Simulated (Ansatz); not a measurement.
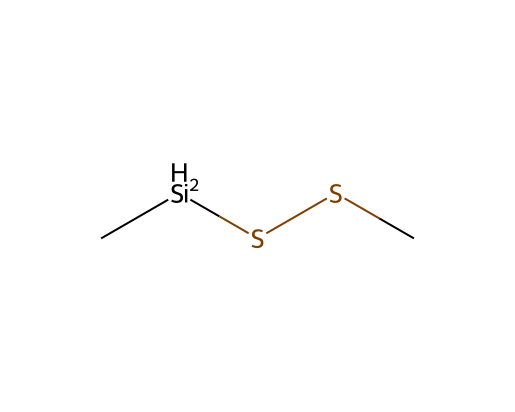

Structural formula above. Computed geometry: PBE0-D4/def2-TZVP optimisation.

Describe the 3D structure.

Formula C2H8S2Si. Its SMILES string is `C[SiH2]SSC`. It has no ring. Among its groups: Si–H bond. The point group is C1. Coordination: 2 C tetrahedral; 1 Si tetrahedral; 2 S bent.

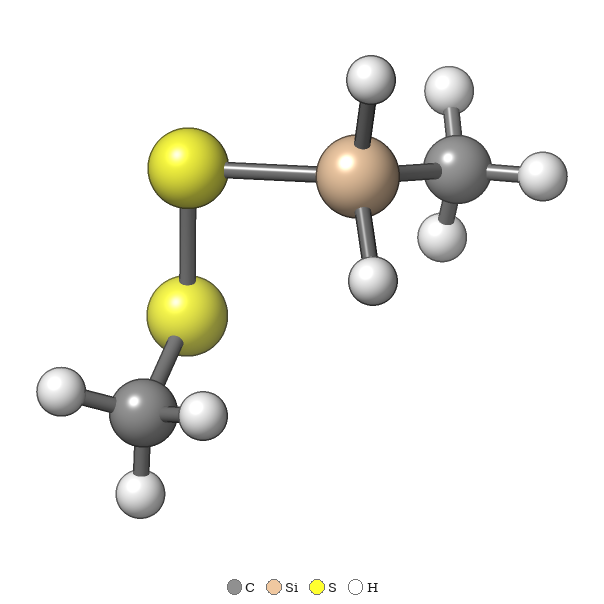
